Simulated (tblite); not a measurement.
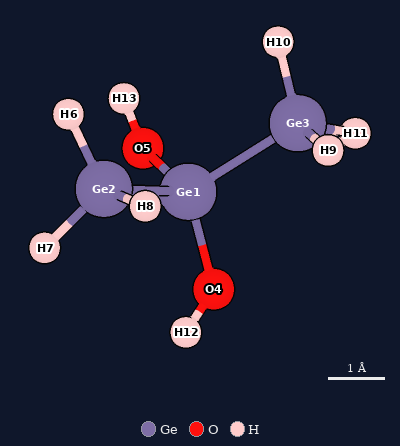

**Figure 1.** The starting structure (ball-and-stick view, seen at a tilt; atoms are numbered from 1 in the order of the input). Sticks mark near contacts. Bond lengths as drawn: Ge–Ge 2.40 Å, Ge–H 1.49 to 1.53 Å, Ge–O 1.86 Å and H–O 0.96 to 0.97 Å.

Geometry relaxation of Ge₃H₈O₂

- system: Ge₃H₈O₂, SMILES [OH][Ge]([OH])([GeH3])[GeH3]
- method: GFN2-xTB geometry optimisation, gas phase (tblite 0.8.0)

**Input file**
```
{"job": {"kind": "relax", "xc": "GFN2-xTB", "basis": "xTB"}, "charge": 0, "multiplicity": 1}
Ge     0.175987     1.158538    -0.474432
Ge     1.499035     0.865925     1.508130
Ge    -1.975916     0.152483    -0.143239
O     -0.033637     2.969499    -0.847842
O      1.031160     0.325640    -1.899252
H      1.962488    -0.549124     1.619742
H      2.696029     1.798420     1.464117
H      0.677385     1.230409     2.722821
H     -2.584896     0.665650     1.161657
H     -1.810292    -1.350466    -0.045467
H     -2.878716     0.490891    -1.296252
H      0.526349     3.671467    -0.474488
H      1.267835    -0.606665    -1.944507
```

The first line tells a small driver script what to run in tblite; the rest is the geometry in Å.

Hardware: 1 CPU thread, shared host.

Run as:
```bash
OMP_NUM_THREADS=1 python <driver script> task.json out
```

**The program's output**
```
step      E/eV     max force
  0    -490.86926    0.902
  1    -490.91774    0.763
  2    -491.05435    0.816
  3    -491.08805    0.760
  4    -491.17662    0.575
  5    -491.18761    0.478
  6    -491.21269    0.281
  7    -491.21763    0.268
  8    -491.23764    0.228
  9    -491.24140    0.145
 10    -491.24479    0.138
 11    -491.24885    0.146
 12    -491.25491    0.225
 13    -491.26141    0.234
 14    -491.26665    0.163
 15    -491.26944    0.130
 16    -491.27167    0.128
 17    -491.27562    0.234
 18    -491.28213    0.362
 19    -491.29008    0.364
 20    -491.29676    0.209
 21    -491.29695    0.673
 22    -491.30265    0.164
 23    -491.30438    0.126
 24    -491.31035    0.717
 25    -491.31637    0.275
 26    -491.32275    0.227
 27    -491.32645    1.069
 28    -491.33610    0.237
 29    -491.33967    0.103
 30    -491.34067    0.492
 31    -491.34262    0.141
 32    -491.34352    0.100
 33    -491.34645    0.084
 34    -491.34734    0.094
 35    -491.34885    0.097
 36    -491.35000    0.101
 37    -491.35094    0.071
 38    -491.35144    0.091
 39    -491.35179    0.063
 40    -491.35223    0.075
 41    -491.35287    0.078
 42    -491.35414    0.076
 43    -491.35491    0.059
 44    -491.35563    0.086
 45    -491.35600    0.166
 46    -491.35654    0.080
 47    -491.35718    0.115
 48    -491.35855    0.102
 49    -491.35890    0.088
 50    -491.35948    0.041
 51    -491.35995    0.055
 52    -491.36058    0.055
 53    -491.36055    0.173
 54    -491.36113    0.042
 55    -491.36125    0.039
 56    -491.36143    0.023
 57    -491.36154    0.024
 58    -491.36177    0.028
 59    -491.36189    0.022
 60    -491.36198    0.015
 61    -491.36201    0.020
 62    -491.36204    0.029
 63    -491.36208    0.036
 64    -491.36215    0.040
 65    -491.36227    0.038
 66    -491.36240    0.030
 67    -491.36249    0.016
 68    -491.36253    0.008
```

**Trajectory as extended XYZ (Å, eV, eV/Å), 17 of the 35 frames kept, from step=0 to step=68**
```
13
Properties=species:S:1:pos:R:3:forces:R:3 step=0 energy=-490.86926
Ge    0.1760    1.1585   -0.4744    0.3750   0.3580  -0.4670
Ge    1.4990    0.8659    1.5081    0.1080   0.5240  -0.3140
Ge   -1.9759    0.1525   -0.1432    0.0030   0.4130  -0.1810
O    -0.0336    2.9695   -0.8478    0.2510  -0.6370   0.2050
O     1.0312    0.3256   -1.8993   -0.2060   0.4810   0.2800
H     1.9625   -0.5491    1.6197    0.1390  -0.0460   0.2400
H     2.6960    1.7984    1.4641   -0.0290  -0.2440   0.2860
H     0.6774    1.2304    2.7228    0.2330  -0.1240   0.0040
H    -2.5849    0.6656    1.1617    0.0190  -0.2600  -0.3450
H    -1.8103   -1.3505   -0.0455   -0.1900   0.1280   0.0370
H    -2.8787    0.4909   -1.2963   -0.2060  -0.1970   0.1860
H     0.5263    3.6715   -0.4745   -0.2320  -0.8320  -0.2590
H     1.2678   -0.6067   -1.9445   -0.2630   0.4370   0.3270
13
Properties=species:S:1:pos:R:3:forces:R:3 step=4 energy=-491.17662
Ge    0.2096    1.1565   -0.4983   -0.0660  -0.0300   0.1110
Ge    1.5071    0.8944    1.4646    0.4540   0.1890   0.2990
Ge   -1.9325    0.2072   -0.1910   -0.5490  -0.0970  -0.0610
O    -0.0303    2.8389   -0.8677   -0.1100   0.1450  -0.1850
O     1.0144    0.4410   -1.8903    0.1460  -0.0090  -0.1780
H     1.9826   -0.5059    1.6684    0.1070  -0.1100   0.0520
H     2.7372    1.7748    1.5378   -0.0660  -0.1170   0.0670
H     0.7381    1.2057    2.7133    0.0010   0.0210   0.0230
H    -2.5927    0.6184    1.0993    0.0420   0.0410  -0.0840
H    -1.8573   -1.2896   -0.0431    0.0020  -0.0490  -0.0480
H    -2.9488    0.4497   -1.2702    0.0040  -0.0350   0.0660
H     0.5242    3.5302   -0.5100    0.0900  -0.1320  -0.0620
H     1.2014   -0.4986   -1.8618   -0.0540   0.1810   0.0000
13
Properties=species:S:1:pos:R:3:forces:R:3 step=8 energy=-491.23764
Ge    0.1925    1.1506   -0.4830   -0.0250  -0.0010  -0.0150
Ge    1.5648    0.9035    1.5027   -0.0580  -0.0150  -0.1070
Ge   -1.9924    0.1911   -0.2081    0.0510   0.0120  -0.1030
O    -0.0568    2.8333   -0.9116   -0.0120  -0.0470   0.0680
O     1.0327    0.4901   -1.9066   -0.0750   0.1420   0.1620
H     2.0204   -0.5159    1.6961    0.0690   0.0410   0.0440
H     2.7850    1.7743    1.5817    0.0620  -0.0110   0.0700
H     0.7544    1.2102    2.7276    0.0600   0.0170   0.0620
H    -2.6019    0.6279    1.0850   -0.0870   0.0350   0.0430
H    -1.8748   -1.2999   -0.0571   -0.0720  -0.0840  -0.0300
H    -3.0024    0.4379   -1.2822   -0.0420  -0.0240   0.0120
H     0.5501    3.4688   -0.5402    0.0560   0.0630  -0.0900
H     1.1811   -0.4494   -1.8533    0.0710  -0.1280  -0.1160
13
Properties=species:S:1:pos:R:3:forces:R:3 step=12 energy=-491.25491
Ge    0.1745    1.1499   -0.4730   -0.0170  -0.0120   0.1130
Ge    1.5795    0.9063    1.5025    0.0460   0.0440   0.1300
Ge   -2.0132    0.1818   -0.2269   -0.0910  -0.0530   0.1560
O    -0.0699    2.8276   -0.9100    0.0270   0.0520   0.1240
O     1.0321    0.5151   -1.8778    0.0810  -0.1920  -0.0860
H     2.0579   -0.5102    1.7204   -0.0010   0.0910  -0.0070
H     2.8218    1.7698    1.6197   -0.1190  -0.0800  -0.0220
H     0.7808    1.2164    2.7482    0.1050  -0.0210  -0.0500
H    -2.6259    0.6394    1.0801    0.0170  -0.0760  -0.1700
H    -1.9034   -1.3243   -0.0736   -0.0730   0.1060  -0.0320
H    -3.0427    0.4272   -1.2900    0.0260  -0.0160   0.0230
H     0.5745    3.4537   -0.5841   -0.0070   0.0220  -0.1220
H     1.1869   -0.4300   -1.8845    0.0040   0.1340  -0.0570
13
Properties=species:S:1:pos:R:3:forces:R:3 step=16 energy=-491.27167
Ge    0.1600    1.1426   -0.4471    0.0830  -0.0230  -0.0370
Ge    1.5930    0.9134    1.5157   -0.0160  -0.0260   0.0190
Ge   -2.0385    0.1682   -0.2275    0.0490   0.0450  -0.0610
O    -0.0803    2.8262   -0.8772   -0.0650  -0.0310   0.1050
O     1.0376    0.5225   -1.8583    0.0100   0.0950  -0.0460
H     2.0900   -0.4854    1.7398   -0.0060  -0.0610  -0.0140
H     2.8313    1.7528    1.6466    0.0330   0.0870  -0.0740
H     0.8237    1.2192    2.7635   -0.0350   0.0140   0.1050
H    -2.6518    0.6361    1.0532   -0.0790  -0.0230   0.0780
H    -1.9457   -1.3299   -0.0936   -0.0310  -0.0180   0.0140
H    -3.0665    0.4146   -1.2883    0.0360   0.0220  -0.0310
H     0.5998    3.4565   -0.6481    0.0320  -0.0300  -0.0870
H     1.2002   -0.4141   -1.9278   -0.0110  -0.0490   0.0280
13
Properties=species:S:1:pos:R:3:forces:R:3 step=22 energy=-491.30265
Ge    0.1840    1.1196   -0.4237   -0.0970   0.0260   0.0640
Ge    1.6123    0.9159    1.5609   -0.0220  -0.0450   0.0340
Ge   -2.0521    0.1753   -0.2399   -0.0410  -0.0800   0.1370
O    -0.1127    2.8164   -0.7591   -0.0510  -0.0650   0.0290
O     1.0627    0.5620   -1.8714   -0.0100  -0.0450   0.0660
H     2.1285   -0.4852    1.7595   -0.0010  -0.0050   0.0200
H     2.8496    1.7754    1.6329   -0.0290   0.0250  -0.0570
H     0.8707    1.2259    2.8378    0.0370  -0.0240  -0.0720
H    -2.7258    0.6059    1.0389    0.0600   0.0060  -0.0630
H    -2.0236   -1.3341   -0.1131    0.0550   0.0320  -0.0090
H    -3.0740    0.4140   -1.3091    0.0540   0.0860  -0.0850
H     0.6318    3.4120   -0.8022    0.0510  -0.0200  -0.0740
H     1.2013   -0.3804   -1.9606   -0.0040   0.1080   0.0100
13
Properties=species:S:1:pos:R:3:forces:R:3 step=26 energy=-491.32275
Ge    0.1612    1.1083   -0.3912    0.0610   0.0330   0.0390
Ge    1.6206    0.9084    1.5762    0.0030  -0.0400  -0.0620
Ge   -2.0715    0.1628   -0.2316    0.0120   0.0080  -0.1070
O    -0.1172    2.8132   -0.7042   -0.0420  -0.0360   0.0100
O     1.0635    0.5865   -1.8435   -0.0730   0.1970   0.0850
H     2.1515   -0.4881    1.7796    0.0080   0.0160   0.0170
H     2.8476    1.7885    1.6138   -0.0520  -0.0180  -0.0520
H     0.9032    1.2234    2.8584   -0.0050  -0.0080   0.0120
H    -2.7499    0.6001    1.0257   -0.0440   0.0370   0.0870
H    -2.0445   -1.3406   -0.1250    0.0300  -0.0460   0.0000
H    -3.0544    0.4379   -1.3353    0.0890   0.0420   0.0000
H     0.6382    3.3671   -0.8936    0.0050  -0.0690  -0.0500
H     1.2045   -0.3449   -1.9781    0.0080  -0.1160   0.0200
13
Properties=species:S:1:pos:R:3:forces:R:3 step=30 energy=-491.34067
Ge    0.1422    1.0920   -0.3350    0.0590   0.0500   0.0300
Ge    1.6252    0.8876    1.5862    0.0000   0.0090   0.0380
Ge   -2.0807    0.1574   -0.2283    0.0250   0.0110   0.0200
O    -0.1187    2.8007   -0.6198    0.3490   0.2760  -0.2110
O     1.0531    0.6427   -1.7991   -0.0140  -0.0420  -0.0270
H     2.1710   -0.5001    1.8060    0.0610   0.0350  -0.0060
H     2.8168    1.8146    1.5465   -0.0300  -0.0910  -0.0040
H     0.9406    1.2116    2.8841    0.0050   0.0070   0.0040
H    -2.7842    0.5880    1.0222   -0.0470   0.0180  -0.0140
H    -2.0545   -1.3459   -0.1335   -0.0310  -0.0390  -0.0480
H    -2.9796    0.4967   -1.3800    0.0050  -0.0220   0.0220
H     0.6251    3.2630   -1.0290   -0.3830  -0.2350   0.1740
H     1.1966   -0.2856   -1.9693    0.0010   0.0230   0.0210
13
Properties=species:S:1:pos:R:3:forces:R:3 step=34 energy=-491.34734
Ge    0.1471    1.1000   -0.3181   -0.0630  -0.0030  -0.0660
Ge    1.6270    0.8830    1.5960   -0.0140  -0.0150   0.0180
Ge   -2.0797    0.1559   -0.2249    0.0030  -0.0220   0.0150
O    -0.1188    2.8084   -0.6163    0.0900   0.0260  -0.0110
O     1.0478    0.6530   -1.7920   -0.0120   0.0120   0.0100
H     2.1922   -0.4929    1.8130    0.0390  -0.0240  -0.0070
H     2.8119    1.8012    1.5381    0.0690   0.0160  -0.0010
H     0.9521    1.2115    2.8925   -0.0180   0.0130   0.0500
H    -2.8033    0.5907    1.0173   -0.0190  -0.0170  -0.0430
H    -2.0661   -1.3552   -0.1474   -0.0240   0.0500  -0.0270
H    -2.9699    0.5019   -1.3850    0.0280  -0.0220   0.0400
H     0.6158    3.2376   -1.0551   -0.0800   0.0030  -0.0030
H     1.1966   -0.2725   -1.9671    0.0010  -0.0180   0.0250
13
Properties=species:S:1:pos:R:3:forces:R:3 step=38 energy=-491.35144
Ge    0.1414    1.1035   -0.3072    0.0180  -0.0140   0.0350
Ge    1.6300    0.8773    1.6136    0.0320   0.0230  -0.0120
Ge   -2.0823    0.1510   -0.2201   -0.0270   0.0110  -0.0150
O    -0.1086    2.8152   -0.5972    0.0820   0.0270  -0.0280
O     1.0425    0.6686   -1.7827   -0.0120  -0.0130  -0.0090
H     2.2270   -0.4905    1.8224   -0.0210  -0.0070   0.0000
H     2.8217    1.7932    1.5277   -0.0040   0.0050   0.0160
H     0.9690    1.2139    2.9210    0.0260  -0.0150  -0.0100
H    -2.8367    0.5851    1.0006   -0.0060  -0.0150   0.0050
H    -2.0932   -1.3560   -0.1700    0.0100  -0.0150   0.0080
H    -2.9538    0.5042   -1.3862   -0.0100   0.0160  -0.0350
H     0.5985    3.2121   -1.1069   -0.0870   0.0040   0.0140
H     1.1974   -0.2551   -1.9641   -0.0010  -0.0060   0.0290
13
Properties=species:S:1:pos:R:3:forces:R:3 step=42 energy=-491.35414
Ge    0.1425    1.1013   -0.2861    0.0020   0.0320  -0.0390
Ge    1.6377    0.8746    1.6208    0.0100  -0.0290   0.0160
Ge   -2.0875    0.1516   -0.2188    0.0140  -0.0090  -0.0190
O    -0.0898    2.8170   -0.5732    0.0190   0.0450  -0.0020
O     1.0301    0.6753   -1.7739   -0.0180  -0.0220   0.0200
H     2.2368   -0.4942    1.8262   -0.0140   0.0130  -0.0070
H     2.8178    1.7961    1.5095    0.0430   0.0230   0.0320
H     0.9885    1.2077    2.9347    0.0290  -0.0040  -0.0150
H    -2.8613    0.5738    0.9945   -0.0120  -0.0060  -0.0080
H    -2.1011   -1.3585   -0.1801    0.0030   0.0230  -0.0050
H    -2.9264    0.5229   -1.4044   -0.0240  -0.0010  -0.0090
H     0.5677    3.2027   -1.1526   -0.0610  -0.0380   0.0250
H     1.1979   -0.2476   -1.9455    0.0080  -0.0270   0.0110
13
Properties=species:S:1:pos:R:3:forces:R:3 step=46 energy=-491.35654
Ge    0.1468    1.1079   -0.2739   -0.0260   0.0090   0.0250
Ge    1.6571    0.8748    1.6345    0.0120   0.0290  -0.0360
Ge   -2.0969    0.1517   -0.2261    0.0000   0.0220  -0.0090
O    -0.0688    2.8258   -0.5537   -0.0290   0.0680   0.0120
O     1.0142    0.6743   -1.7679    0.0100  -0.0300  -0.0070
H     2.2579   -0.4926    1.8312   -0.0050  -0.0260  -0.0090
H     2.8426    1.7949    1.5211   -0.0040  -0.0030   0.0210
H     1.0230    1.2031    2.9560    0.0090   0.0010  -0.0070
H    -2.9007    0.5586    0.9772    0.0220   0.0000  -0.0310
H    -2.1235   -1.3593   -0.2009    0.0270   0.0200  -0.0060
H    -2.9265    0.5276   -1.4217    0.0090   0.0010   0.0160
H     0.5261    3.2036   -1.2011   -0.0310  -0.0700   0.0220
H     1.2014   -0.2477   -1.9238    0.0060  -0.0220   0.0080
13
Properties=species:S:1:pos:R:3:forces:R:3 step=52 energy=-491.36058
Ge    0.1391    1.1246   -0.2425    0.0100  -0.0270  -0.0200
Ge    1.6804    0.8744    1.6362    0.0040  -0.0120   0.0120
Ge   -2.0967    0.1631   -0.2347   -0.0290  -0.0300  -0.0170
O    -0.0671    2.8463   -0.5230   -0.0200  -0.0290   0.0370
O     0.9839    0.6682   -1.7498    0.0020  -0.0300   0.0370
H     2.2722   -0.5025    1.8235   -0.0130   0.0220  -0.0370
H     2.8636    1.7946    1.5238    0.0160  -0.0070  -0.0020
H     1.0647    1.1931    2.9669   -0.0140   0.0090   0.0180
H    -2.9351    0.5457    0.9492    0.0000   0.0180   0.0060
H    -2.1142   -1.3488   -0.2308    0.0210   0.0320  -0.0130
H    -2.8954    0.5536   -1.4474    0.0150  -0.0070   0.0230
H     0.4556    3.1646   -1.2561    0.0170   0.0270  -0.0450
H     1.2017   -0.2544   -1.8645   -0.0070   0.0330   0.0020
13
Properties=species:S:1:pos:R:3:forces:R:3 step=56 energy=-491.36143
Ge    0.1375    1.1280   -0.2295   -0.0020  -0.0020   0.0120
Ge    1.6869    0.8740    1.6405   -0.0090   0.0180   0.0050
Ge   -2.0980    0.1654   -0.2353    0.0080   0.0130   0.0100
O    -0.0560    2.8518   -0.5099    0.0000  -0.0100  -0.0030
O     0.9681    0.6602   -1.7372    0.0190   0.0080   0.0020
H     2.2780   -0.5038    1.8106   -0.0100   0.0000  -0.0210
H     2.8726    1.7899    1.5195    0.0080  -0.0060   0.0030
H     1.0789    1.1902    2.9762    0.0010   0.0000   0.0080
H    -2.9536    0.5424    0.9382    0.0000   0.0040   0.0010
H    -2.1071   -1.3430   -0.2485    0.0080  -0.0060  -0.0020
H    -2.8739    0.5651   -1.4562   -0.0170   0.0000  -0.0080
H     0.4162    3.1615   -1.2815   -0.0080  -0.0100   0.0010
H     1.2030   -0.2590   -1.8360    0.0020  -0.0110  -0.0090
13
Properties=species:S:1:pos:R:3:forces:R:3 step=60 energy=-491.36198
Ge    0.1384    1.1259   -0.2278   -0.0040   0.0070  -0.0030
Ge    1.6872    0.8807    1.6420   -0.0010  -0.0020   0.0000
Ge   -2.0987    0.1687   -0.2372    0.0000  -0.0040  -0.0020
O    -0.0610    2.8482   -0.5100    0.0000   0.0030  -0.0040
O     0.9746    0.6580   -1.7334    0.0130   0.0030   0.0070
H     2.2712   -0.5018    1.7970   -0.0090  -0.0010  -0.0030
H     2.8809    1.7873    1.5274   -0.0040   0.0000  -0.0030
H     1.0790    1.1915    2.9787    0.0050  -0.0050   0.0090
H    -2.9517    0.5469    0.9383    0.0030  -0.0060   0.0000
H    -2.0990   -1.3407   -0.2513   -0.0060   0.0030   0.0060
H    -2.8835    0.5625   -1.4562    0.0050   0.0000   0.0060
H     0.4126    3.1581   -1.2802   -0.0010   0.0020  -0.0100
H     1.2028   -0.2627   -1.8363   -0.0010   0.0010  -0.0040
13
Properties=species:S:1:pos:R:3:forces:R:3 step=64 energy=-491.36215
Ge    0.1380    1.1252   -0.2297    0.0050   0.0020   0.0020
Ge    1.6825    0.8805    1.6429   -0.0060   0.0050  -0.0010
Ge   -2.0980    0.1668   -0.2355    0.0070   0.0050   0.0050
O    -0.0623    2.8466   -0.5137    0.0140   0.0200  -0.0320
O     0.9833    0.6616   -1.7315    0.0060   0.0010   0.0010
H     2.2669   -0.5013    1.7957   -0.0050  -0.0070   0.0000
H     2.8754    1.7873    1.5231   -0.0020   0.0010   0.0040
H     1.0762    1.1911    2.9812    0.0100  -0.0050   0.0000
H    -2.9474    0.5470    0.9416    0.0030  -0.0030   0.0000
H    -2.1012   -1.3415   -0.2467   -0.0040  -0.0100   0.0030
H    -2.8832    0.5615   -1.4525   -0.0070   0.0020  -0.0060
H     0.4201    3.1579   -1.2789   -0.0190  -0.0110   0.0200
H     1.2024   -0.2601   -1.8450   -0.0020   0.0010   0.0040
13
Properties=species:S:1:pos:R:3:forces:R:3 step=68 energy=-491.36253
Ge    0.1380    1.1341   -0.2193   -0.0030   0.0010   0.0000
Ge    1.6862    0.8837    1.6493   -0.0030   0.0020  -0.0040
Ge   -2.0980    0.1686   -0.2381    0.0030  -0.0010   0.0050
O    -0.0603    2.8543   -0.5157    0.0040  -0.0010   0.0010
O     0.9894    0.6626   -1.7154   -0.0010   0.0020  -0.0060
H     2.2614   -0.5046    1.7810   -0.0020  -0.0010   0.0020
H     2.8836    1.7837    1.5251   -0.0010  -0.0020   0.0020
H     1.0978    1.1834    2.9977    0.0000  -0.0020   0.0020
H    -2.9592    0.5400    0.9339    0.0070   0.0020  -0.0010
H    -2.1025   -1.3405   -0.2552    0.0010  -0.0010  -0.0030
H    -2.8758    0.5695   -1.4590   -0.0030  -0.0040   0.0010
H     0.3911    3.1487   -1.3053   -0.0010   0.0020  -0.0040
H     1.2013   -0.2609   -1.8278    0.0000   0.0010   0.0060
```

**Summary**

| quantity | value |
| --- | --- |
| outcome | converged |
| total energy | −491.3625 eV |
| wall time | 1.7 s |
| peak memory | 0.17 GiB |
